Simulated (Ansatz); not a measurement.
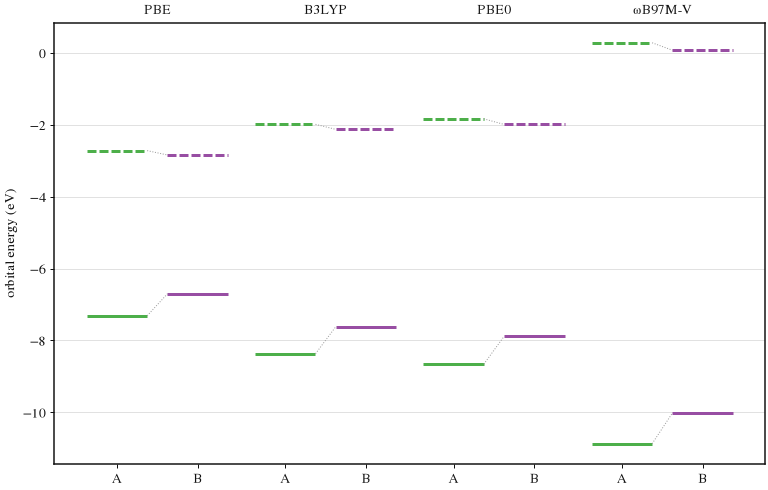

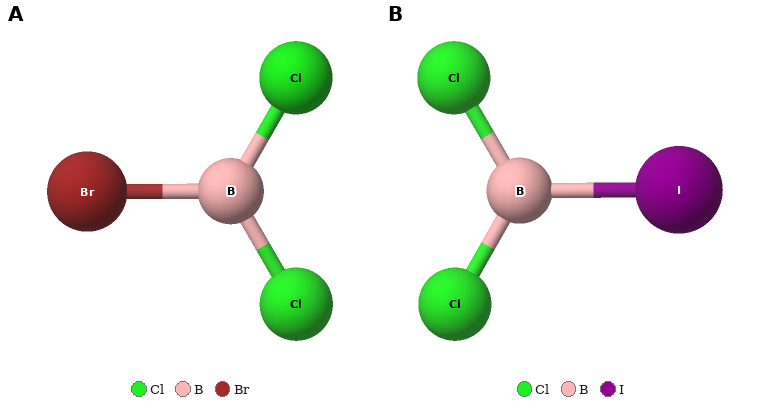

One change: A, BBrCl₂ (SMILES ClB(Cl)Br), becomes B, BICl₂ (SMILES ClB(Cl)I). Br on B is replaced by I. HOMO (solid) and LUMO (dashed) computed in def2-TZVPP at PBE0-D4/def2-TZVP geometries, both minima by their frequencies, gas phase, the Ansatz code 0.2.0. Empty levels above zero depend strongly on the basis.

> What does the change do to HOMO and LUMO?

PBE: the HOMO rises by 0.61 eV, the LUMO falls by 0.12 eV, and the separation goes from 4.59 to 3.87 eV. B3LYP: the HOMO rises by 0.75 eV, the LUMO falls by 0.14 eV, and the separation goes from 6.38 to 5.49 eV. PBE0: the HOMO rises by 0.77 eV, the LUMO falls by 0.16 eV, and the separation goes from 6.83 to 5.90 eV. ωB97M-V: the HOMO rises by 0.85 eV, the LUMO falls by 0.21 eV, and the separation goes from 11.15 to 10.10 eV.

> Do the functionals agree on the effect?

They agree on the direction for both levels; the HOMO shift lies between 0.61 and 0.85 eV and the LUMO shift between −0.21 and −0.12 eV, while the separations themselves differ by up to 6.6 eV between functionals.

Known limits of this run: core potentials past krypton; spin-orbit coupling is left out, and with I it can shift these values.
